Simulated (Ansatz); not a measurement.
# C$_{3}$H$_{7}$BrSi$_{2}$: what the fields show

The calculation's input:

```
crystal:
  periodic: [false, false, false]
  atoms:
    - {symbol: C, position_ang: [-0.732949, -2.089537, -0.660892]}
    - {symbol: C, position_ang: [-0.078191, -1.897351, 0.506049]}
    - {symbol: C, position_ang: [-0.601883, 0.826795, -0.420640]}
    - {symbol: Br, position_ang: [-3.463290, -0.451769, -1.873508]}
    - {symbol: Si, position_ang: [-1.221484, -0.528880, -1.583734]}
    - {symbol: Si, position_ang: [0.228803, -0.103251, 1.016931]}
    - {symbol: H, position_ang: [-0.642908, -0.457385, -2.953874]}
    - {symbol: H, position_ang: [-0.953896, -3.101400, -1.025527]}
    - {symbol: H, position_ang: [0.247980, -2.759322, 1.104650]}
    - {symbol: H, position_ang: [1.690594, 0.191111, 1.111401]}
    - {symbol: H, position_ang: [-0.383565, 0.205955, 2.343476]}
    - {symbol: H, position_ang: [0.104045, 1.495223, -0.939624]}
    - {symbol: H, position_ang: [-1.440236, 1.445553, -0.064323]}
basis:
  gaussian:
    orbitals: def2-SVPD
output: {forces: true, orbitals: {seedname: orbitals}}
hamiltonian:
  xc: pbe0
```

Command:

```sh
ansatz run input.yaml --threads 4 --pin off --max-ram 7830MiB --events-out events.jsonl --progress --plain --runs-dir runs
```

Geometry: B3LYP/def2-SVP.

Method: isolated molecule in a Gaussian basis; Kohn-Sham density functional theory, functional PBE0 (Ansatz 0.2.0).

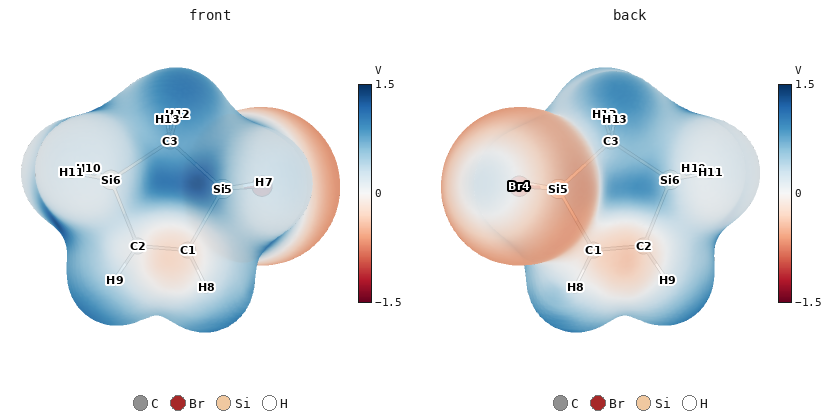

Figure 1. The electrostatic potential painted on the density surface at 0.002 e/bohr³, seen from the front and from behind; the colour scale runs from red (negative) to blue (positive).

> Describe the electrostatic potential map.

The most negative region (about −0.6 V) lies over Br4, the most positive (about +1.2 V) over Si5 and Si6. Br4 shows a σ-hole: about +0.2 V at the tip opposite its bond, against about −0.6 V on its flanks.

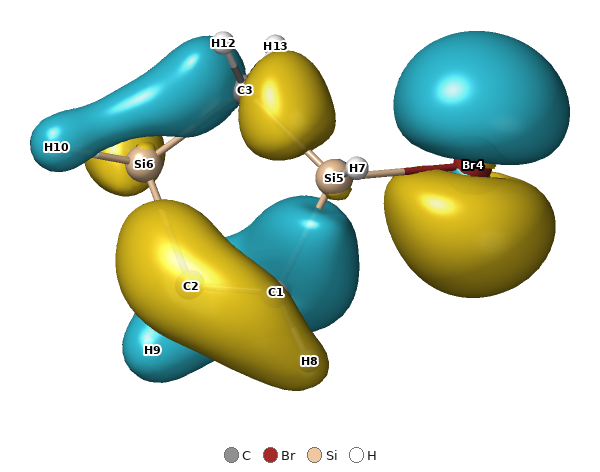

Figure 2. The HOMO at ±0.08 Å⁻³ᐟ² (yellow and cyan are the two phases), seen at a tilt.

> Where does this orbital lie, and at what energy?

By Hirshfeld shares it lies mainly on Br4 (about 50 %), C1 (about 15 %), C2 (about 15 %) and Si5 (about 5 %). Its energy is −8.05 eV.

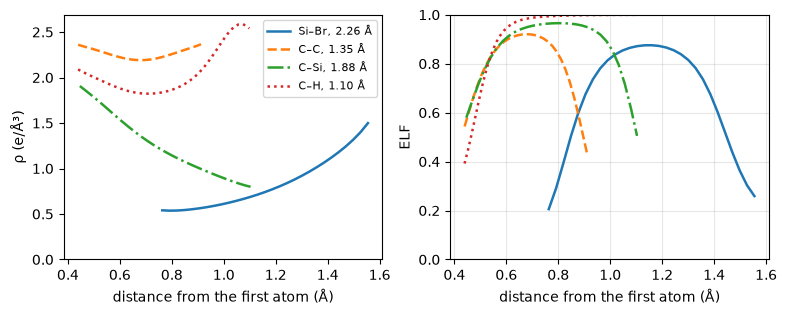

Figure 3. Electron density and electron localisation function along straight lines between neighbouring atoms. The curves leave out the atomic cores.

> What can be read from the curves?

Si–Br (2.26 Å): the density is about 0.71 e/Å³ at the midpoint, with its minimum of 0.54 e/Å³ about 0.8 Å from Si; the ELF peaks at about 0.90 between the atoms; a shared but strongly polarised pair.
C–C (1.35 Å): ρ is about 2.2 e/Å³ halfway; the ELF peaks at about 0.90 between the atoms; localised, covalent bonding.
C–Si (1.88 Å): the density is about 0.96 e/Å³ at the midpoint; the ELF peaks at about 0.95 between the atoms; a covalent bond.
C–H (1.10 Å): ρ at the midpoint is about 1.9 e/Å³; the ELF climbs to about 1 towards the hydrogen, as it does in any bond to H: a covalent bond by its length.
